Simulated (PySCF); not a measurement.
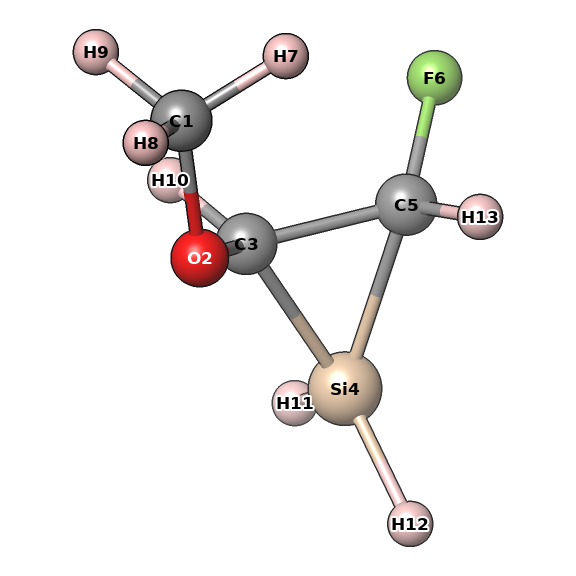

C3 lies behind O2. The molecule seen a little off the O2–C3 bond, O2 in front. Atoms fade into the background with distance from the viewer. The computed structure is the end point of a PBE0-D3(BJ)/def2-SVP optimisation. No frequency run is at hand to confirm it as a minimum.

What is the torsion angle C1–O2–C3–Si4? The sign is positive where the front bond must turn clockwise to cover the back bond.

Answer. 158°, antiperiplanar (anti).
